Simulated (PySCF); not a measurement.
Vertical excitations of a molecule C3H9FSi from PySCF with TDDFT-ωB97X/def2-SVPD, as energy in eV (oscillator strength): 7.79 (0.004), 8.26 (0.008), 8.60 (0.022), 9.18 (0.025), 9.38 (0.079), 9.41 (0.051), 9.63 (0.154), 9.65 (0.008), 9.76 (0.077), 9.95 (0.032). Lowest triplet (TDA): 7.45 eV. Coordinates come from a PBE-D3(BJ)/def2-SVP optimisation. The values are those of a single conformer.

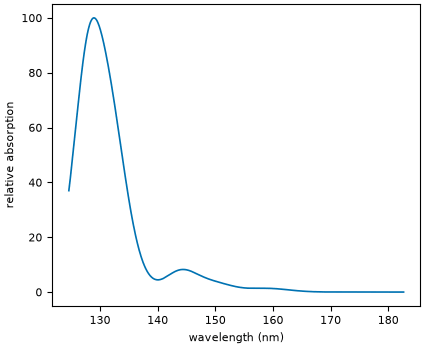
Fig. 1. The lines broadened by 0.4 eV.

Task: Which structure fits?
A) CCC[SiH2]F
B) CC[Si@H](C)F
C) CC[C@H](F)[SiH3]
D) C[Si](C)(C)F

Result: A, CCC[SiH2]F
